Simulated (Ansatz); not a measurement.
**WC (hexagonal): which axis gives way under pressure?**

Cell and atoms of hexagonal WC are relaxed at set pressures, to see how each axis shrinks. The phase is followed to these pressures whether or not it stays the stable one.

Calculated with Ansatz 0.2.0, PBEsol, PAW files of the set soft_1, cutoff 600 eV, Fermi–Dirac smearing 0.05 eV, k-mesh 17×17×15, no spin polarisation, no spin-orbit coupling.

Reference cell, relaxed at zero pressure with PBEsol (P-6m2): a = 2.8989 Å, b = 2.8989 Å, c = 2.8273 Å, α = 90.00°, β = 90.00°, γ = 120.00°.

```csv
atom,x,y,z
W,0.0000,0.0000,0.0000
C,0.6667,0.3333,0.5000
```

| P (GPa) | a (Å) | c (Å) | c/a |
| --- | --- | --- | --- |
| −4.00 | 2.9095 | 2.8351 | 0.9744 |
| 0.00 | 2.8989 | 2.8273 | 0.9753 |
| 4.99 | 2.8863 | 2.8181 | 0.9764 |
| 15.00 | 2.8631 | 2.8008 | 0.9782 |
| 20.00 | 2.8523 | 2.7928 | 0.9791 |
| 29.99 | 2.8321 | 2.7776 | 0.9807 |

**Question.** Give the linear compressibility of each axis at zero pressure, and the edges at 10.00 GPa, a row left out above.

Least squares with l = l0 + l1 P + l2 P² gives for a: l0 = 2.8990 Å, l1 = −2.562e−3 Å/GPa, l2 = 1.11e−5 Å/GPa², so β = −l1/l0 = 0.884 × 10⁻³ GPa⁻¹ and the withheld edge is 2.8745 Å. The run itself gives 2.8744 Å, so the estimate misses by 0.0001 Å, a rounding's worth.

Least squares with l = l0 + l1 P + l2 P² gives for c: l0 = 2.8274 Å, l1 = −1.883e−3 Å/GPa, l2 = 7.51e−6 Å/GPa², so β = −l1/l0 = 0.666 × 10⁻³ GPa⁻¹ and the withheld edge is 2.8093 Å. The run itself gives 2.8093 Å, so the estimate misses by 0.0000 Å, a rounding's worth.

The compressibilities add to the volume compressibility, 2β_a + β_c = 2.433 × 10⁻³ GPa⁻¹, or B0 ≈ 411 GPa; a parabola over so wide a range errs a few per cent to the stiff side. The a axis is the softest, 1.3 times as compressible as c.

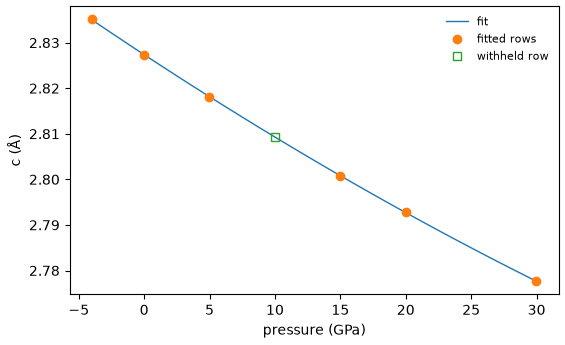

The fitted law, the rows behind it and the withheld row.

[Logs are printed without paths, hosts, clocks, repeated set-up lines and the standing remarks that a program may print on its own settings, such as how far it seeks lower states.]
